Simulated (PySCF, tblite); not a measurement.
# GaBr₃: changes of charge, electronic excitations, part 3 of 3

tblite 0.8.0 and PySCF 2.14.0. Atoms count from 0.

## 15. Relaxing the molecule at PBE0-D3(BJ)/ma-def2-SVP

This step treats GaBr3− (doublet), labelled `[Br][Ga-]([Br])[Br]` (the label fixes atoms and charge, not where charge and spin sit).

Job settings and geometry (Å):

```
{"job": {"xc": "PBE0", "basis": "ma-def2-SVP", "d3": "d3bj", "grid": 1, "kind": "geom"}, "charge": -1, "multiplicity": 2}
Br     0.223452    -2.333621     0.214918
Ga     0.005359    -0.002941    -0.690020
Br    -2.121062     0.983416     0.204026
Br     1.932134     1.371792     0.147893
```

The program printed:

```text
step   0  E = -9645.25854360  max force = 0.010589
step   1  E = -9645.26052277  max force = 0.002647
step   2  E = -9645.26080988  max force = 0.001050
step   3  E = -9645.26092820  max force = 0.001201
step   4  E = -9645.26093972  max force = 0.001343
step   5  E = -9645.26094525  max force = 0.000614
step   6  E = -9645.26094789  max force = 0.000490
step   7  E = -9645.26094787  max force = 0.000428
step   8  E = -9645.26094755  max force = 0.000403
step   9  E = -9645.26094733  max force = 0.000395
step  10  E = -9645.26094719  max force = 0.000388
step  11  E = -9645.26094712  max force = 0.000385
step  12  E = -9645.26094706  max force = 0.000384
step  13  E = -9645.26094700  max force = 0.000381
step  14  E = -9645.26094694  max force = 0.000378
step  15  E = -9645.26094687  max force = 0.000376
step  16  E = -9645.26094681  max force = 0.000375
step  17  E = -9645.26094674  max force = 0.000372
step  18  E = -9645.26094666  max force = 0.000369
step  19  E = -9645.26094659  max force = 0.000366
step  20  E = -9645.26094652  max force = 0.000365
step  21  E = -9645.26094644  max force = 0.000363
step  22  E = -9645.26094636  max force = 0.000360
step  23  E = -9645.26094628  max force = 0.000357
step  24  E = -9645.26094620  max force = 0.000356
step  25  E = -9645.26094612  max force = 0.000353
step  26  E = -9645.26094603  max force = 0.000350
step  27  E = -9645.26094594  max force = 0.000347
step  28  E = -9645.26094586  max force = 0.000346
step  29  E = -9645.26094576  max force = 0.000344
step  30  E = -9645.26094567  max force = 0.000341
step  31  E = -9645.26094557  max force = 0.000337
step  32  E = -9645.26094548  max force = 0.000336
step  33  E = -9645.26094538  max force = 0.000334
step  34  E = -9645.26094528  max force = 0.000331
step  35  E = -9645.26094518  max force = 0.000328
step  36  E = -9645.26094507  max force = 0.000326
step  37  E = -9645.26094497  max force = 0.000323
step  38  E = -9645.26094486  max force = 0.000320
step  39  E = -9645.26094475  max force = 0.000317
step  40  E = -9645.26094464  max force = 0.000316
step  41  E = -9645.26094453  max force = 0.000313
step  42  E = -9645.26094441  max force = 0.000310
step  43  E = -9645.26094429  max force = 0.000307
step  44  E = -9645.26094418  max force = 0.000306
step  45  E = -9645.26094406  max force = 0.000303
optimisation converged
```

It took 16 min on 1 thread of Arm Neoverse V1, shared host; peak memory 0.88 GiB.

Step by step: (not every step is listed)

| step | energy from step 0 (eV) | largest force component (eV/Å) |
| --- | --- | --- |
| 0 | 0.0000 | 0.5445 |
| 1 | -0.0539 | 0.1361 |
| 2 | -0.0617 | 0.0540 |
| 3 | -0.0649 | 0.0618 |
| 4 | -0.0652 | 0.0691 |
| 5 | -0.0654 | 0.0316 |
| 6 | -0.0654 | 0.0252 |
| 7 | -0.0654 | 0.0220 |
| 8 | -0.0654 | 0.0207 |
| 11 | -0.0654 | 0.0198 |
| 14 | -0.0654 | 0.0194 |
| 17 | -0.0654 | 0.0191 |
| 20 | -0.0654 | 0.0188 |
| 23 | -0.0654 | 0.0184 |
| 26 | -0.0654 | 0.0180 |
| 29 | -0.0654 | 0.0177 |
| 32 | -0.0654 | 0.0173 |
| 35 | -0.0654 | 0.0169 |
| 38 | -0.0653 | 0.0165 |
| 40 | -0.0653 | 0.0162 |
| 41 | -0.0653 | 0.0161 |
| 42 | -0.0653 | 0.0159 |
| 43 | -0.0653 | 0.0158 |
| 44 | -0.0653 | 0.0157 |
| 45 | -0.0653 | 0.0156 |

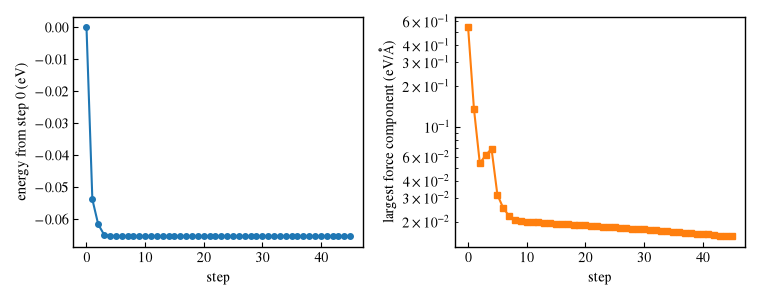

Energy and largest force along the relaxation.

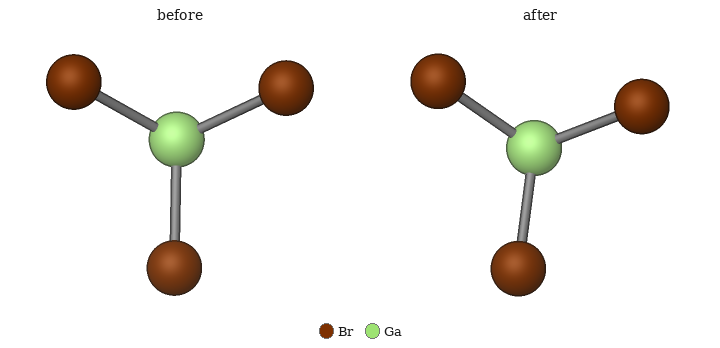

Before and after, at one scale.

Distances of close pairs at the start and the end, largest changes first:

| bond | before (Å) | after (Å) | change (Å) |
| --- | --- | --- | --- |
| Ga1–Br3 | 2.511 | 2.425 | -0.086 |
| Br0–Ga1 | 2.510 | 2.426 | -0.084 |
| Ga1–Br2 | 2.509 | 2.427 | -0.082 |

The final coordinates are the input of the step that follows.

| at the end point | value |
| --- | --- |
| point group (found at 0.08 Å tolerance) | C3v |
| rotational constants (GHz, main isotopes) | 0.787, 0.778, 0.418 |
| ⟨S²⟩ | 0.753 |

## 16. Single point (GaBr3): wB97X-D3(BJ)/ma-def2-TZVP

Geometry: PBE0-D3(BJ)/ma-def2-SVP, that of another charge or spin state.

Job settings and geometry (Å):

```
{"job": {"kind": "sp", "xc": "wB97X", "basis": "ma-def2-TZVP", "d3": "d3bj", "grid": 2}, "charge": 0, "multiplicity": 1}
Br     0.021982    -2.265064     0.036029
Ga     0.008706     0.048701    -0.693574
Br    -1.949613     1.120016     0.258148
Br     1.958747     1.115213     0.276720
```

The program printed:

```text
coarse grid: 29416 points
cycle   1  E = -9647.0309737881  dE = -3.522e+00  |g| = 9.025e-01  |ddm| = 2.125e+00
cycle   2  E = -9647.0355247628  dE = -4.551e-03  |g| = 1.020e+00  |ddm| = 1.221e+00
cycle   3  E = -9647.1579095816  dE = -1.224e-01  |g| = 9.889e-02  |ddm| = 5.932e-01
cycle   4  E = -9647.1586824303  dE = -7.728e-04  |g| = 1.524e-02  |ddm| = 5.781e-02
cycle   5  E = -9647.1587976098  dE = -1.152e-04  |g| = 4.844e-03  |ddm| = 2.662e-02
cycle   6  E = -9647.1588155544  dE = -1.794e-05  |g| = 1.716e-03  |ddm| = 1.256e-02
cycle   7  E = -9647.1588177748  dE = -2.220e-06  |g| = 6.907e-04  |ddm| = 3.937e-03
final grid: 52512 points
cycle   8  E = -9647.1586437923  dE = -3.193e-07  |g| = 6.122e-04  |ddm| = 2.160e-03
cycle   9  E = -9647.1586438535  dE = -6.126e-08  |g| = 6.822e-04  |ddm| = 9.861e-04
cycle  10  E = -9647.1586439213  dE = -6.782e-08  |g| = 1.039e-04  |ddm| = 4.193e-04
cycle  11  E = -9647.1586439313  dE = -9.979e-09  |g| = 5.982e-05  |ddm| = 2.127e-04
converged SCF energy = -9647.1586439313
```

Run time: 15 s. Hardware: 1 thread of Arm Neoverse V1, shared host; peak memory 0.82 GiB.

## 17. Single point (GaBr3− (doublet), [Br][Ga-]([Br])[Br]): wB97X-D3(BJ)/ma-def2-TZVP

Geometry: PBE0-D3(BJ)/ma-def2-SVP.

Job settings and geometry (Å):

```
{"job": {"kind": "sp", "xc": "wB97X", "basis": "ma-def2-TZVP", "d3": "d3bj", "grid": 2}, "charge": -1, "multiplicity": 2}
Br     0.021982    -2.265064     0.036029
Ga     0.008706     0.048701    -0.693574
Br    -1.949613     1.120016     0.258148
Br     1.958747     1.115213     0.276720
```

The program printed:

```text
final grid: 52512 points
cycle   1  E = -9647.2712537951  dE = -1.922e-02  |g| = 1.622e-01  |ddm| = 3.886e-01
cycle   2  E = -9647.2729626907  dE = -1.709e-03  |g| = 1.863e-01  |ddm| = 2.831e-01
cycle   3  E = -9647.2812356121  dE = -8.273e-03  |g| = 1.791e-02  |ddm| = 1.007e-01
cycle   4  E = -9647.2814015747  dE = -1.660e-04  |g| = 4.610e-03  |ddm| = 1.975e-02
cycle   5  E = -9647.2814499174  dE = -4.834e-05  |g| = 1.481e-03  |ddm| = 2.518e-02
cycle   6  E = -9647.2814550262  dE = -5.109e-06  |g| = 7.817e-04  |ddm| = 7.855e-03
cycle   7  E = -9647.2814559812  dE = -9.549e-07  |g| = 2.474e-04  |ddm| = 3.024e-03
cycle   8  E = -9647.2814562144  dE = -2.332e-07  |g| = 8.978e-05  |ddm| = 1.657e-03
cycle   9  E = -9647.2814562349  dE = -2.052e-08  |g| = 3.073e-05  |ddm| = 4.354e-04
cycle  10  E = -9647.2814562372  dE = -2.254e-09  |g| = 1.117e-05  |ddm| = 1.560e-04
converged SCF energy = -9647.2814562372
```

It took 31 s on 1 thread of Arm Neoverse V1, shared host; peak memory 0.79 GiB.

## 18. Changes of charge: wB97X-D3(BJ)/ma-def2-TZVP

This step combines the energies above: geometries from PBE0-D3(BJ)/ma-def2-SVP, zero-point and thermal terms from GFN2-xTB.

Job settings and geometry (Å):

```
{"job": {"kind": "rx", "dirs": [1, -1], "geom": {"xc": "PBE0", "basis": "ma-def2-SVP", "d3": "d3bj", "grid": 1}, "level": {"xc": "wB97X", "basis": "ma-def2-TZVP", "d3": "d3bj"}}, "charge": 0, "multiplicity": 1}
Br     0.191689    -2.253071     0.011026
Ga     0.011934     0.006644    -0.010011
Br    -2.051377     0.943891    -0.005425
Br     1.867621     1.312032    -0.041416
```

Output (the driver's rows laid out field by field):

```text
ionisation and electron attachment, wB97X-D3(BJ)/ma-def2-TZVP // PBE0-D3(BJ)/ma-def2-SVP

row 1
  change                  oxidation
  charge                  1
  multiplicity            2
  vertical_ev             11.2467
  vertical_s2             0.759
  formula                 Br3Ga
  smiles                  [Br][Ga]([Br])[Br+]
  kept                    yes
  pieces                  1
  point_group             C2v
  adiabatic_electronic_ev 10.5623
  adiabatic_ev            10.5451
  free_energy_ev          10.4847
  s2                      0.758
  bonds_moved             1 3 2.269 2.194; 1 2 2.266 2.325; 0 1 2.267 2.321
  spin_on                 2 Br 0.527; 0 Br 0.509
  charge_moved            2 Br 0.356; 0 Br 0.35; 3 Br 0.204; 1 Ga 0.091
  vertical_back_ev        9.6108
  relaxation_parent_ev    0.9515
  relaxation_ion_ev       0.6844
  reorganisation_ev       1.6359

row 2
  change                  reduction
  charge                  -1
  multiplicity            2
  vertical_ev             0.6106
  vertical_s2             0.754
  formula                 Br3Ga
  smiles                  [Br][Ga-]([Br])[Br]
  kept                    yes
  pieces                  1
  point_group             C3v
  adiabatic_electronic_ev 1.9463
  adiabatic_ev            1.9686
  free_energy_ev          2.0277
  s2                      0.754
  bonds_moved             1 2 2.266 2.427; 0 1 2.267 2.426; 1 3 2.269 2.425
  spin_on                 1 Ga 0.687; 2 Br 0.105; 0 Br 0.105; 3 Br 0.104
  charge_moved            1 Ga -0.395; 3 Br -0.203; 2 Br -0.201; 0 Br -0.201
  vertical_back_ev        3.3419
  relaxation_parent_ev    1.3956
  relaxation_ion_ev       1.3357
  reorganisation_ev       2.7313
```

Wall time 31 min (1 thread of Arm Neoverse V1, shared host); peak memory 0.79 GiB.

Energy taken up on oxidation, or given off on reduction (eV; adiabatic with zero-point energy):

| change | product | vertical | adiabatic | free energy | reorganisation | ⟨S²⟩ |
| --- | --- | --- | --- | --- | --- | --- |
| oxidation (multiplicity 2) | [Br][Ga]([Br])[Br+] | 11.25 | 10.55 | 10.48 | 1.64 | 0.76 |
| reduction (multiplicity 2) | [Br][Ga-]([Br])[Br] | 0.61 | 1.97 | 2.03 | 2.73 | 0.75 |

On oxidation to multiplicity 2 charge changes most on Br2 (+0.36 e), Br0 (+0.35 e), Br3 (+0.20 e); the spin sits on Br2 (0.53), Br0 (0.51); the bond Ga1–Br3 goes from 2.269 to 2.194 Å.

On reduction to multiplicity 2 charge changes most on Ga1 (-0.40 e), Br3 (-0.20 e), Br2 (-0.20 e); the spin sits on Ga1 (0.69), Br2 (0.10), Br0 (0.10); the bond Ga1–Br2 goes from 2.266 to 2.427 Å.

## 19. Electronic excitations: TDDFT B3LYP/def2-SVPD

Job settings and geometry (Å):

```
{"job": {"kind": "uv", "xc": "B3LYP", "basis": "def2-SVPD", "nstates": 6, "ntriplets": 0}, "charge": 0, "multiplicity": 1}
Br     0.191689    -2.253071     0.011026
Ga     0.011934     0.006644    -0.010011
Br    -2.051377     0.943891    -0.005425
Br     1.867621     1.312032    -0.041416
```

With the program's defaults for keys left out, this is: TDDFT B3LYP/def2-SVPD, vertical, gas phase, core orbitals frozen in the response.

The program printed:

```text
coarse grid: 29416 points
cycle   1  E = -9646.3754737467  dE = -3.296e+00  |g| = 6.633e-01  |ddm| = 2.827e+00
cycle   2  E = -9646.2599657279  dE =  1.155e-01  |g| = 1.009e+00  |ddm| = 1.915e+00
cycle   3  E = -9646.4469021949  dE = -1.869e-01  |g| = 1.037e-01  |ddm| = 1.254e+00
cycle   4  E = -9646.4486628948  dE = -1.761e-03  |g| = 2.046e-02  |ddm| = 1.143e-01
cycle   5  E = -9646.4487877415  dE = -1.248e-04  |g| = 5.539e-03  |ddm| = 3.857e-02
cycle   6  E = -9646.4487983248  dE = -1.058e-05  |g| = 2.546e-04  |ddm| = 7.725e-03
cycle   7  E = -9646.4487983342  dE = -9.390e-09  |g| = 1.224e-04  |ddm| = 4.587e-04
final grid: 52512 points
cycle   8  E = -9646.4487502153  dE = -6.313e-08  |g| = 1.492e-04  |ddm| = 1.030e-03
cycle   9  E = -9646.4487502127  dE =  2.579e-09  |g| = 1.780e-04  |ddm| = 4.247e-04
cycle  10  E = -9646.4487502202  dE = -7.427e-09  |g| = 2.889e-05  |ddm| = 2.434e-04
cycle  11  E = -9646.4487502203  dE = -1.073e-10  |g| = 5.766e-06  |ddm| = 3.563e-05
converged SCF energy = -9646.4487502203

Static polarisability (au): isotropic 94.808, principal 67.814 107.885 108.727

Singlet excitations
state   eV       nm        f      main configurations
  1   4.7224    262.5   0.00002   H->L 1.00
  2   5.0210    246.9   0.00000   H-1->L 1.00
  3   5.0324    246.4   0.00000   H-2->L 1.00
  4   5.1682    239.9   0.03921   H-3->L 0.95
  5   5.1828    239.2   0.03996   H-4->L 0.94
  6   5.3271    232.7   0.00000   H->L+1 1.00
```

Wall time 15 s (1 thread of Arm Neoverse V1, shared host); peak memory 0.81 GiB.

The orbitals next to the gap, with their largest atomic shares:

| orbital | eV | atoms |
| --- | --- | --- |
| HOMO−3 | -8.82 | Br3 54 %, Br0 20 %, Br2 15 % |
| HOMO−2 | -8.78 | Br3 60 %, Br0 16 %, Br2 15 % |
| HOMO−1 | -8.77 | Br2 46 %, Br0 45 %, Ga1 9 % |
| HOMO | -8.44 | Br2 35 %, Br0 35 %, Br3 30 % |
| LUMO | -2.72 | Ga1 33 %, Br3 23 %, Br0 22 % |
| LUMO+1 | -2.06 | Ga1 50 %, Br3 17 %, Br2 17 % |
| LUMO+2 | -0.09 | Ga1 55 %, Br3 15 %, Br2 15 % |

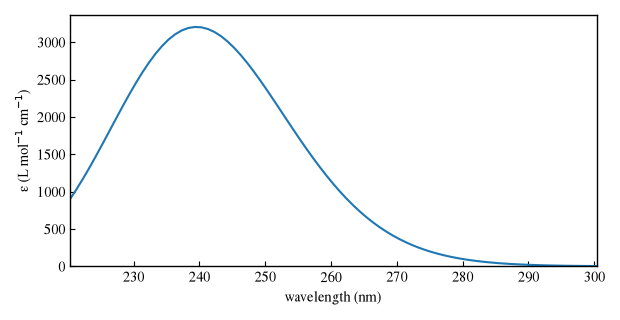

Absorption spectrum: each of the 6 states is a Gaussian band of 0.4 eV half-width at 1/e. Beyond the last state computed it falls off for lack of states.

Further results of this job:

| property | computed |
| --- | --- |
| dipole moment (D) | 0.04 |
| polarisability (Å³) | 14.05 |
| HOMO–LUMO gap (eV) | 5.71 |
| −ε(HOMO) (eV) | 8.44 |

## 20. Spectra of the species

Job settings and geometry (Å):

```
{"job": {"kind": "rx", "dirs": [1, -1], "geom": {"xc": "PBE0", "basis": "ma-def2-SVP", "d3": "d3bj", "grid": 1}, "level": {"xc": "wB97X", "basis": "ma-def2-TZVP", "d3": "d3bj"}, "spectra": true}, "charge": 0, "multiplicity": 1}
Br     0.191689    -2.253071     0.011026
Ga     0.011934     0.006644    -0.010011
Br    -2.051377     0.943891    -0.005425
Br     1.867621     1.312032    -0.041416
```

The program printed:

```text
uv [Br][Ga]([Br])[Br] +0: TDDFT B3LYP/def2-SVPD, vertical, gas phase, core orbitals frozen in the response
```

It took 15 s on 1 thread of Arm Neoverse V1, shared host; peak memory 0.81 GiB.

This step only lists the spectra that were run on the species above.

## 21. What came out

The summary covers parts 1 to 3.

| quantity | value |
| --- | --- |
| strongest single infrared mode (GFN2-xTB) | 320 cm⁻¹, 26 km/mol |
| zero-point energy (GFN2-xTB) | 1.5 kcal/mol |
| point group | D3h |
| rotational constants (main isotopes) | 0.84, 0.82, 0.42 GHz |
| surface potential, least and greatest | -0.17 V and 3.06 V |
| ionisation energy (wB97X-D3(BJ)/ma-def2-TZVP) | vertical 11.25 eV, adiabatic 10.55 eV |
| electron affinity (wB97X-D3(BJ)/ma-def2-TZVP) | vertical 0.61 eV, adiabatic 1.97 eV |
| lowest singlet (B3LYP/def2-SVPD) | 4.72 eV (263 nm), f = 0.000 |
| brightest single state of those computed | state 5, 5.18 eV, f = 0.040 |

**Reading.** No mode is imaginary among the 6: a minimum at this level. GFN2-xTB is a fitted tight-binding method: band positions and strengths are rough. Its intensities can rank the bands wrongly. The optimisation took 8 steps and gained 0.016 eV; among the close pairs (by a distance rule), Ga1–Br2 changed most, from 2.293 to 2.266 Å (PBE0/ma-def2-SVP). Steps that list no spin-orbit terms leave them out, which matters at and beside the heavy atoms. By nearest atom (wB97X/ma-def2-TZVP), the HOMO sits on Br0, Br2, Br3 about 33 % each and the LUMO on Ga1 40 %; Br0, Br2, Br3 about 20 % each. At wB97X-D3(BJ)/ma-def2-TZVP, relaxation with the zero-point term after oxidation moves the energy taken up from 11.25 eV (vertical) to 10.55 eV (adiabatic, with zero-point energy). At wB97X-D3(BJ)/ma-def2-TZVP, relaxation with the zero-point term after reduction moves the energy given off from 0.61 eV (vertical) to 1.97 eV (adiabatic, with zero-point energy). The first singlet state (HOMO→LUMO 1.00) lies at 4.72 eV and is dark; of the 6 states computed, the strongest absorption comes from states 4 to 5 together at 5.18 eV.
